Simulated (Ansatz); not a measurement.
# Scan of one atom of the cell for CdTe (zinc blende)

Relaxed CdTe (zinc blende):

```
CdTe
1.0
    0.00000     3.27881     3.27881
    3.27881     0.00000     3.27881
    3.27881     3.27881     0.00000
Te Cd
1 1
Direct
  0.75000   0.75000   0.75000
  0.00000   0.00000   0.00000
```

In each cell atom 1 (Te, nearest neighbour Cd at 2.840 Å; its periodic images, 4.6 Å or more away, move with it) moves by s·(0.000, 0.000, 1.000) (along Cartesian z), the rest being held.

These are r2SCAN (plane waves to 500 eV, PAW, scalar-relativistic; Ansatz, a quantum-chemistry and plane-wave program) values and carry that method's errors. k mesh 7×7×7 (Γ-centred), Fermi-Dirac smearing 0.05 eV. The energy includes the smearing's −TS. Compression counts positive. CdTe was relaxed with its symmetry unable to fall. Spin-orbit coupling is left out, though Te is heavy. ΔE is measured from the undisplaced structure.

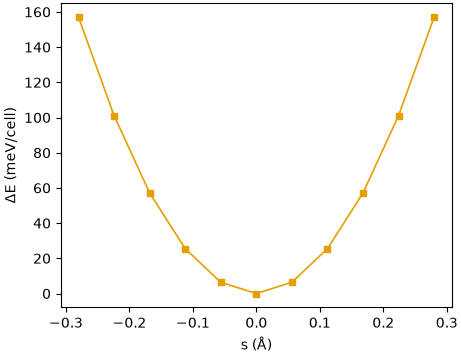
*ΔE (meV/cell) against s (Å); one marker a computed point.*

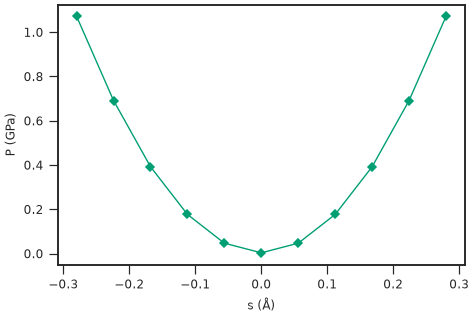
*P (GPa) against s (Å); one marker a computed point.*

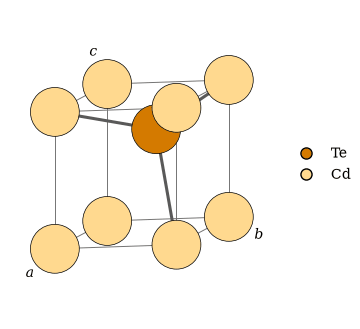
Figure: The cell of the calculation at s = -0.280 Å.

The force constant k = d²E/ds² at s = 0 (finite differences) comes out as 4.07 eV/Å². The zone-centre optical wavenumber from k (transverse: no LO-TO term) is 136 cm⁻¹. The energy at s = 0.280 Å comes out as 157.0 meV/cell. Shape of the curve: a single well with its minimum at or next to zero displacement. Harmonic estimate at the end of the scan: ½ks² = 159.6 meV/cell against the computed 157.0 meV/cell, so the well is close to harmonic there.

The forces along the line at the two nearest points give (0.228 − (-0.228)) / (2·0.056) = 4.07 eV/Å²; the next pair corrects for the finite step.

(For displaced atoms, the force is minus the slope of the energy, and its curvature is a force constant, which sets phonon frequencies.)
